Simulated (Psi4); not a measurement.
# C2H4 (SMILES [CH2][CH2]): UMP2/pcseg-0 (density fitting, density fitting for correlation, sweep point 1)

Aim: the energy change on altering one bond length of C2H4 at UMP2/pcseg-0 (density fitting, density fitting for correlation, sweep point 1), from 2 runs. 

The calculation is run with Psi4 1.11.

### Step 1. The system as given

The species is C2H4 (6 atoms), meant as a triplet with charge 0. As SMILES, `[CH2][CH2]`. The coordinates come from a GFN2-xTB relaxation. This is one conformer, not always the lowest.

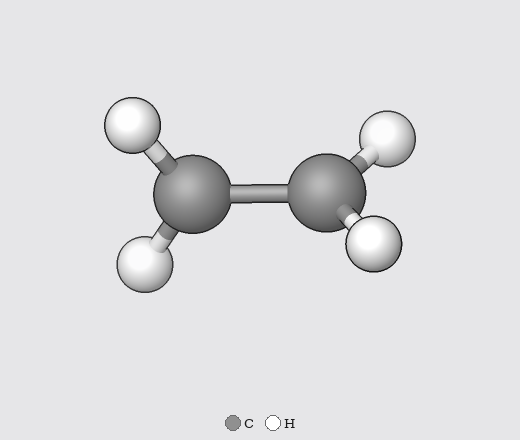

The structure, seen from a chosen angle (carbon grey, hydrogen white).

### Step 2. The energy at UMP2/pcseg-0 (density fitting, density fitting for correlation, sweep point 1)

input.in reads:

```
memory 1600 MB

molecule {
  0 3
  C     -0.163600    -0.682450    -0.099890
  C      0.165950     0.682780     0.091800
  H     -1.183560    -1.010810    -0.236620
  H      0.588590    -1.457930    -0.094630
  H      0.393070     1.338980    -0.735770
  H      0.199560     1.129430     1.075110
  units angstrom
  symmetry c1
}

set basis pcseg-0
set reference uhf
set puream true
set scf_type df
set num_frozen_docc 2
set maxiter 150

e_tot, wfn = energy('mp2', return_wfn=True)
print_variables()
```

On the command line:

```console
psi4 -i input.in -o input.out -n 1
```

input.out, cut to the lines that bear on the results:

```text
[...]
  Running in c1 symmetry.
[...]
  Nuclear repulsion =   32.308732825601645
[...]
  Multiplicity = 3
[...]
  Nalpha       = 9
  Nbeta        = 7
[...]
    Number of basis functions: 26
[...]
   @DF-UHF iter   1:   -77.68956684905876   -6.66859e-01   8.93226e-03 ADIIS/DIIS
[...]
   @DF-UHF iter  11:   -77.74573990490504   -9.37916e-13   6.42806e-09 DIIS
[...]
   @S^2 Observed:                2.008988733E+00
[...]
    Orbital Energies [Eh]
    ---------------------
    Alpha Occupied:
       1A    -11.232310     2A    -11.231449     3A     -1.056834
       4A     -0.836834     5A     -0.614974     6A     -0.614753
       7A     -0.587066     8A     -0.358364     9A     -0.357899
    Alpha Virtual:
      10A      0.228122    11A      0.244796    12A      0.297352
      13A      0.297530    14A      0.492528    15A      0.700789
      16A      0.810601    17A      0.916494    18A      0.944453
      19A      0.945038    20A      1.007503    21A      1.074275
      22A      1.075017    23A      1.151900    24A      1.247680
      25A      1.247715    26A      1.275202
[...]
  @DF-UHF Final Energy:   -77.74573990490504
   => Energetics <=
    Nuclear Repulsion Energy =             32.3087328256016448
    One-Electron Energy =                -167.4076837403837885
    Two-Electron Energy =                  57.3532110098771000
    Total Energy =                        -77.7457399049050366
  UHF NO Occupations:
  HONO-2 :    7  A 1.9972086
  HONO-1 :    8  A 1.0000000
[...]
 Multipole Moments:
 ------------------------------------------------------------------------------------
     Multipole            Electronic (a.u.)      Nuclear  (a.u.)        Total (a.u.)
 ------------------------------------------------------------------------------------
 L = 1.  Multiply by 2.5417464519 to convert [e a0] to [Debye]
 Dipole X            :          0.0030422           -0.0056506           -0.0026084
 Dipole Y            :          0.0003782           -0.0007946           -0.0004164
 Dipole Z            :         -0.0115140            0.0194803            0.0079663
 Magnitude           :                                                    0.0083928
[...]
```

Run time: 2.6 s. Hardware: 1 thread of Intel Xeon Platinum 8259CL at 2.50GHz (Skylake/Cascade Lake), shared host; peak memory 0.18 GiB.

### Step 3. The distorted shape at the same level

c2h4.in reads:

```
memory 1600 mb

molecule {
  0 3
  C     -0.180406    -0.905783    -0.591563
  C      0.149144     0.459447    -0.399873
  H     -1.200366    -1.234143    -0.728293
  H      0.571784    -1.681263    -0.586303
  H      0.376264     1.115647    -1.227443
  H      0.199560     1.129430     1.075110
  symmetry c1
}

set globals {
  basis pcseg-0
  reference uhf
  puream true
  scf_type df
  num_frozen_docc 2
  maxiter 150
}

e, wfn = energy("mp2", return_wfn=True)
```

On the command line:

```console
psi4 -i c2h4.in -o c2h4.out -n 1
```

c2h4.out, cut to the lines that bear on the results:

```text
[...]
  Running in c1 symmetry.
[...]
  Nuclear repulsion =   30.967183913395150
[...]
  Multiplicity = 3
[...]
  Nalpha       = 9
  Nbeta        = 7
[...]
    Number of basis functions: 26
[...]
   @DF-UHF iter   1:   -77.59537314566464   -8.00978e-01   9.23452e-03 ADIIS/DIIS
[...]
   @DF-UHF iter  17:   -77.66445400504111   -6.53699e-13   5.16380e-09 DIIS
[...]
   @S^2 Observed:                2.021291406E+00
[...]
    Orbital Energies [Eh]
    ---------------------
    Alpha Occupied:
       1A    -11.279859     2A    -11.248212     3A     -1.054576
       4A     -0.815612     5A     -0.625312     6A     -0.602781
       7A     -0.518081     8A     -0.365410     9A     -0.348471
    Alpha Virtual:
      10A      0.134606    11A      0.233107    12A      0.271630
      13A      0.291528    14A      0.494019    15A      0.688856
      16A      0.796649    17A      0.835724    18A      0.928496
      19A      0.930162    20A      0.960341    21A      1.055810
      22A      1.065869    23A      1.145899    24A      1.237156
      25A      1.253873    26A      1.262323
[...]
  @DF-UHF Final Energy:   -77.66445400504111
   => Energetics <=
    Nuclear Repulsion Energy =             30.9671839133951501
    One-Electron Energy =                -164.6219604277924873
    Two-Electron Energy =                  55.9903225093562256
    Total Energy =                        -77.6644540050411081
  UHF NO Occupations:
  HONO-2 :    7  A 1.9927312
  HONO-1 :    8  A 1.0000000
[...]
 Multipole Moments:
 ------------------------------------------------------------------------------------
     Multipole            Electronic (a.u.)      Nuclear  (a.u.)        Total (a.u.)
 ------------------------------------------------------------------------------------
 L = 1.  Multiply by 2.5417464519 to convert [e a0] to [Debye]
 Dipole X            :         -0.0320731            0.0078387           -0.0242345
 Dipole Y            :         -0.3367556            0.1784632           -0.1582925
 Dipole Z            :         -0.6377582            0.4141206           -0.2236376
 Magnitude           :                                                    0.2750592
[...]
```

Run time: 2.4 s. Hardware: 1 thread of Intel Xeon Platinum 8259CL at 2.50GHz (Skylake/Cascade Lake), shared host; peak memory 0.18 GiB.

### Step 4. Outcome

At UMP2/pcseg-0 (density fitting, density fitting for correlation, sweep point 1), 2 core orbitals frozen:

| quantity | value |
| --- | --- |
| first shape: total energy | -77.88984 Eh |
| first shape: HOMO energy (Hartree–Fock orbitals) (highest over α and β) | -9.74 eV |
| first shape: LUMO energy (Hartree–Fock orbitals) (lowest over α and β) | 3.91 eV |
| first shape: correlation energy (2 core orbitals frozen) | -144.1 mEh |
| first shape: ⟨S²⟩ of the reference determinant | 2.009 |
| distorted shape: total energy | -77.81837 Eh |
| distorted shape: HOMO energy (Hartree–Fock orbitals) (highest over α and β) | -9.48 eV |
| distorted shape: LUMO energy (Hartree–Fock orbitals) (lowest over α and β) | 2.64 eV |
| distorted shape: correlation energy (2 core orbitals frozen) | -153.9 mEh |
| distorted shape: ⟨S²⟩ of the reference determinant | 2.021 |
| energy change with the C2–H6 bond stretched from 1.081 to 1.621 Å | 1.945 eV |

**Reading.** With the C2–H6 bond stretched from 1.081 to 1.621 Å the energy rises by 1.94 eV (45 kcal/mol). The first shape isn't relaxed at this level, so the change isn't measured from a minimum.
